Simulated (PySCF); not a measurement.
Input

```
{"job": {"kind": "uv", "xc": "CAM-B3LYP", "basis": "def2-SVPD", "nstates": 8, "ntriplets": 3}, "charge": 0, "multiplicity": 1}
C     -0.249334     1.457857    -0.032007
C      0.053163     0.008441    -0.385990
C      1.389828    -0.485768     0.149635
F      0.053178    -0.120081    -1.766208
C     -1.083103    -0.900838     0.123686
F     -2.280185    -0.546998    -0.351699
F     -1.168352    -0.842201     1.463694
F     -0.898205    -2.185218    -0.192897
H     -1.195797     1.759012    -0.475626
H      0.539783     2.093124    -0.424847
H     -0.304465     1.573765     1.046627
H      1.392195    -0.447146     1.235238
H      1.564970    -1.509305    -0.174534
H      2.185646     0.144881    -0.237240
```

Run with:

```sh
OMP_NUM_THREADS=1 python probes_run.py task.json out
```

Geometry: GFN2-xTB.

These are results of CAM-B3LYP/def2-SVPD, SCF density, gas phase in PySCF, not measurements.

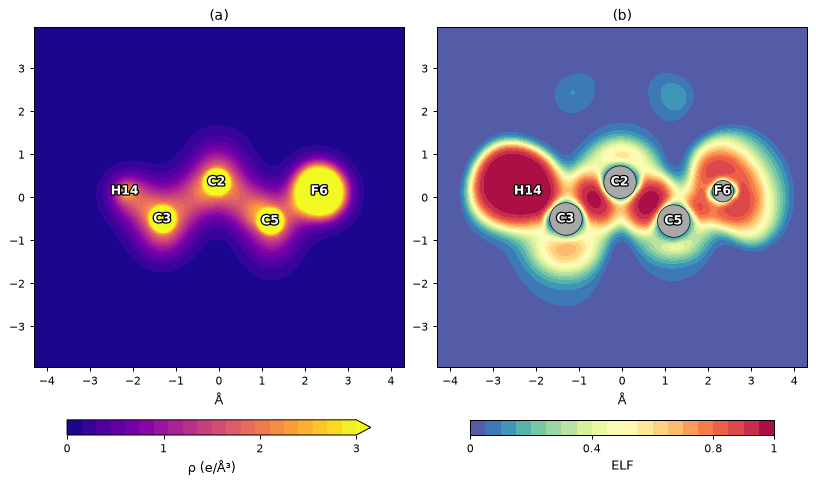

C$_{4}$H$_{6}$F$_{4}$ (SMILES CC(C)(F)C(F)(F)F). (a) electron density; (b) electron localisation function on the plane of atoms C3, C2 and C5. Grey discs cover the atomic cores in the ELF map.

### Read the bonding off the picture.

The section cuts through C, F and H sites. C–F (1.34 Å): ρ at the midpoint is about 2.4 e/Å³; the ELF peaks at about 0.85 between the atoms (a shared but strongly polarised pair). C–C (1.52 Å): ρ is about 1.7 e/Å³ halfway; the ELF peaks at about 0.95 between the atoms (a shared electron pair). C–H (1.09 Å): ρ at the midpoint is about 2 e/Å³; the ELF climbs to about 1 towards the hydrogen, as it does in any bond to H; a covalent bond by its length. The ELF also peaks beside F6, away from the bonds: lone-pair regions.
